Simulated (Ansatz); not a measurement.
# ClGa: rigid scan of one bond length

How does the energy of ClGa change as one bond is stretched? Wanted for ClGa: a rigid scan of one bond length.

Computed with Ansatz 0.2.0, driven from Python. Level of theory: r2SCAN+D3(BJ)/def2-SVP.

## 1. Starting point

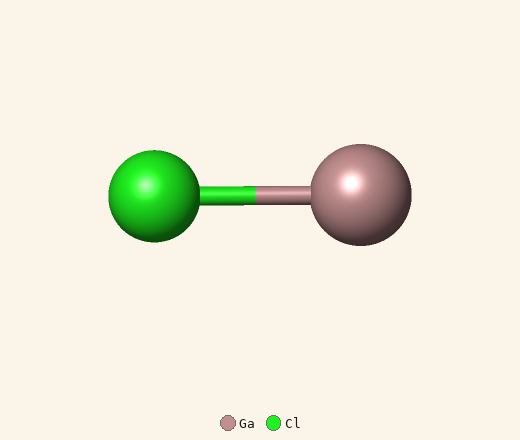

The structure that the script starts from, seen from a chosen angle (gallium pink, chlorine green).

The script reads clga.xyz:

```xyz
2

Ga    0.00000    0.00000    0.00000
Cl    0.00000    0.00000    2.17500
```

## 2. The code

Input file scan_clga.py:

```python
"""Potential curve of ClGa along one bond."""

import ansatz as az
from ase.data import atomic_masses, atomic_numbers
import numpy as np

params = {
    "basis_set": "def2-SVP",
    "xc": "r2scan",
    "dispersion": "d3bj",
}

mol = az.Crystal.molecule_from_extxyz("clga.xyz")

symbols = [site.symbol for site in mol.cartesian_sites]
start = np.array([site.position_ang for site in mol.cartesian_sites])
axis = (start[1] - start[0]) / np.linalg.norm(start[1] - start[0])
moving = [1]
lengths, energies = [1.914, 2.001, 2.088, 2.175, 2.262, 2.349, 2.436, 2.566], []
for length in lengths:
    xyz = start.copy()
    xyz[moving] += (length - np.linalg.norm(start[1] - start[0])) * axis
    point = az.Crystal.molecule()
    for symbol, place in zip(symbols, xyz):
        point = point.atom(symbol, place.tolist())
    job = (
        point.calculation()
        .basis(gaussian=params["basis_set"])
        .functional(params["xc"], dispersion=params["dispersion"])
        .accuracy("medium")
        .scf(lower_state_search="light")
    )
    rep = job.run().report
    energies.append(rep["free_energy_ev"])
    print(f"r = {length:6.3f} A  E = {energies[-1]:.5f} eV  <S^2> = {abs(rep['mean_field']['state']['spin_squared']):.3f}")

# quartic fit about the minimum
fit = np.polynomial.Polynomial.fit(lengths, np.array(energies) - min(energies), 4).convert()
roots = [r.real for r in fit.deriv().roots() if abs(r.imag) < 1e-9 and fit.deriv(2)(r.real) > 0]
r_e = min(roots, key=lambda r: abs(r - lengths[int(np.argmin(energies))]))
print(f"minimum of the fit at {r_e:.4f} A, force constant {fit.deriv(2)(r_e):.2f} eV/A^2")
m1, m2 = (atomic_masses[atomic_numbers[s]] for s in symbols)
mu = m1 * m2 / (m1 + m2)
print(f"harmonic wavenumber {521.4709 * np.sqrt(fit.deriv(2)(r_e) / mu):.0f} 1/cm, rotational constant {16.857629 / (mu * r_e ** 2):.4f} 1/cm")
```

## 3. The input behind the calls

The package turns the script's settings into the engine's input (first run):

```yaml
crystal:
  periodic: [false, false, false]
  atoms:
    - { symbol: Ga, position_ang: [0.0, 0.0, 0.0] }
    - { symbol: Cl, position_ang: [0.0, 0.0, 1.914] }
accuracy: medium
basis:
  gaussian:
    orbitals: def2-SVP
hamiltonian:
  xc: r2scan
  dispersion: d3bj
scf:
  lower_state_search: light
```

## 4. The run

Run with:

```console
$ python scan_clga.py
```

What it wrote:

```text
DeckWarning: the engine holds no damping parameters fitted to this dispersion correction and functional, so the run takes those fitted to r2scan beside the three-body term, which d3bj leaves out (hamiltonian.dispersion, under Limitations)
r =  1.914 A  E = -64889.82493 eV  <S^2> = 0.000
r =  2.001 A  E = -64890.30685 eV  <S^2> = 0.000
r =  2.088 A  E = -64890.56865 eV  <S^2> = 0.000
r =  2.175 A  E = -64890.67438 eV  <S^2> = 0.000
r =  2.262 A  E = -64890.66978 eV  <S^2> = 0.000
r =  2.349 A  E = -64890.58788 eV  <S^2> = 0.000
r =  2.436 A  E = -64890.45284 eV  <S^2> = 0.000
r =  2.566 A  E = -64890.18947 eV  <S^2> = 0.000
minimum of the fit at 2.2113 A, force constant 12.51 eV/A^2
harmonic wavenumber 380 1/cm, rotational constant 0.1467 1/cm
```

(Warnings from the package without file and line.)

It took 14 s on 1 thread of Arm Neoverse V1, shared host; peak memory 0.17 GiB.

## 5. What changed from run to run

The engine's inputs for some of the other runs:

Run 2, against run 1:

```diff
@@ -5 +5 @@
-    - { symbol: Cl, position_ang: [0.0, 0.0, 1.914] }
+    - { symbol: Cl, position_ang: [0.0, 0.0, 2.001] }
```

Run 3, against run 1:

```diff
@@ -5 +5 @@
-    - { symbol: Cl, position_ang: [0.0, 0.0, 1.914] }
+    - { symbol: Cl, position_ang: [0.0, 0.0, 2.088] }
```

Run 6, against run 1:

```diff
@@ -5 +5 @@
-    - { symbol: Cl, position_ang: [0.0, 0.0, 1.914] }
+    - { symbol: Cl, position_ang: [0.0, 0.0, 2.349] }
```

## 6. The runs side by side

One row for each of the 8 runs:

```csv
run,distance (Å),energy from run 4 (eV),SCF cycles,CPU time (s)
1,1.91,0.8495,13,1.6
2,2.00,0.3675,13,1.5
3,2.09,0.1057,13,1.5
4,2.17,0.0000,14,1.7
5,2.26,0.0046,14,1.7
6,2.35,0.0865,14,1.7
7,2.44,0.2215,14,1.6
8,2.57,0.4849,15,1.7
```

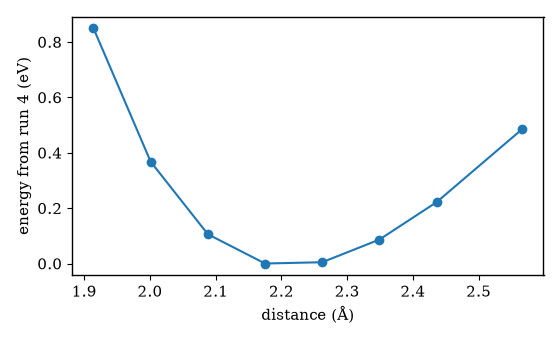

Energy against distance; lines join the points.

## 7. Results

```
                        quantity     value
bond length at the fit's minimum  2.2113 Å
                   runs compared         8
                 range of energy  0.849 eV
      lowest point, distance (Å)      2.17
```

**Reading.** The lowest point is at 2.175 Å. At the shortest distance (1.91 Å) the energy is 0.85 eV higher, at the longest (2.57 Å) 0.48 eV. The basis set is modest, and single-reference methods fail as a bond breaks. The orbitals are restricted, so S² is zero by construction. The spin state was assumed, and another may lie lower. A dispersion term here runs with damping parameters fitted for another variant or functional.
